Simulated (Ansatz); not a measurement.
# CH5ClGe: energies of removing a hydrogen in Python

Aim: energies of removing a hydrogen, for CH5ClGe, run from a script.

All numbers are computed with the Python package of Ansatz 0.2.0. Level of theory: PBE/6-31G*.

## Step 1: The structure

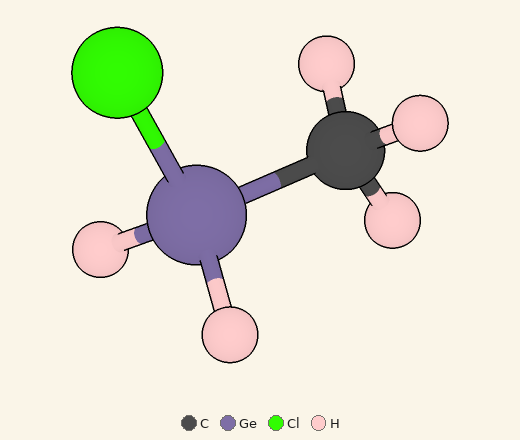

The structure that the script starts from, seen from a chosen angle (carbon dark grey, germanium purple, chlorine green, hydrogen pink).

Input file ch5clge.xyz:

```xyz
8

C    -0.52540    0.76220   -0.35290
Ge    0.41190   -0.76980    0.20320
Cl    1.61060   -0.26300    1.90130
H     0.21280    1.62130   -0.64610
H    -1.21850    1.14950    0.44840
H    -1.20340    0.56660   -1.24270
H     1.34630   -1.25210   -0.95300
H    -0.54210   -1.87180    0.58600
```

## Step 2: Script

Input file run_bde.py:

```python
'''X-H bond energies of CH5ClGe without relaxation.'''

import ansatz

SETTINGS = {
    'basis_set': '6-31G*',
    'xc': 'pbe',
}


def energy(molecule, charge=0, unpaired=0):
    calc = molecule.calculation().basis(gaussian=SETTINGS['basis_set']).functional(SETTINGS['xc'])
    if charge:
        calc = calc.charge(charge)
    if unpaired:
        calc = calc.spin('collinear', total=unpaired)
    report = calc.run(threads=1).report
    if report['published_state_doubts']:
        print('  doubts:', report['published_state_doubts'])
    return report['free_energy_ev']

def without(molecule, index):
    rest = ansatz.Crystal.molecule()
    for i, site in enumerate(molecule.cartesian_sites):
        if i != index:
            rest = rest.atom(site.symbol, site.position_ang)
    return rest

system = ansatz.Crystal.molecule_from_extxyz('ch5clge.xyz')

whole = energy(system, 0)
hydrogen = energy(ansatz.Crystal.molecule().atom('H', (0, 0, 0)), 0, 1)
print(f'E(molecule) = {whole:.5f} eV, E(H) = {hydrogen:.5f} eV')
for index in [5, 7]:
    radical = energy(without(system, index), 0, 1)
    print(f'H{index}: homolysis {(radical + hydrogen - whole):.3f} eV')
    anion = energy(without(system, index), -1)
    print(f'H{index}: loss of a proton {(anion - whole):.3f} eV')
```

## Step 3: Launch

On the command line:

```
$ python run_bde.py
```

The program printed:

```text
E(molecule) = -70136.85084 eV, E(H) = -13.53580 eV
H5: homolysis 4.898 eV
H5: loss of a proton 17.281 eV
H7: homolysis 3.590 eV
H7: loss of a proton 16.386 eV
```

Run time: 6.7 s. Hardware: 1 thread of Intel Xeon 6975P-C (Granite Rapids), shared host; peak memory 0.2 GiB.

## Step 4: What the script built

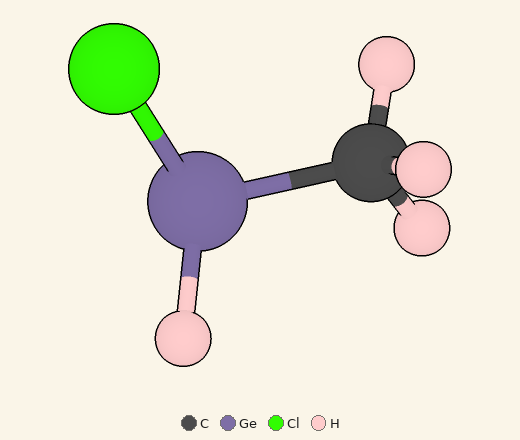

The system of run 6 as the script built it (7 atoms; carbon dark grey, germanium purple, chlorine green, hydrogen pink).

## Step 5: The runs side by side

The 6 runs, in the order started:

| run | system | unpaired or total moment | energy (eV) | <S²> | SCF cycles | CPU time (s) |
| --- | --- | --- | --- | --- | --- | --- |
| 1 | CH5ClGe | not set | -70136.8508 | 0.00 | 17 | 1 |
| 2 | H | 1 | -13.5358 | 0.75 | 8 | 0.03 |
| 3 | CH4ClGe | 1 | -70118.4173 | 0.75 | 18 | 1.7 |
| 4 | CH4ClGe, charge -1 | not set | -70119.5695 | 0.00 | 16 | 1 |
| 5 | CH4ClGe | 1 | -70119.7248 | 0.75 | 17 | 1.6 |
| 6 | CH4ClGe, charge -1 | not set | -70120.4647 | 0.00 | 17 | 0.91 |

Totals carry meaning only in balanced differences at one level of theory.

## Step 6: Outcome

| quantity | value |
| --- | --- |
| weakest bond to hydrogen among those tried (homolysis) | H7 (counted from 0), 3.590 eV |
| easiest loss of a proton among those tried | H7, 16.386 eV |
| runs compared | 6 |

What this shows: Atoms are numbered as in the script, from 0. The fragments aren't relaxed and zero-point energy is left out, so these aren't bond dissociation enthalpies. Losing a bare proton in the gas phase costs far more than homolysis, as charges must be parted. All 6 runs converged (8 to 18 cycles). Notes:
- The geometry is a force-field or estimated start, not a minimum of this method, and the basis set is short of its limit. All parts are taken at fixed geometry, without zero-point energy.
- Anions want diffuse functions, which this basis lacks.
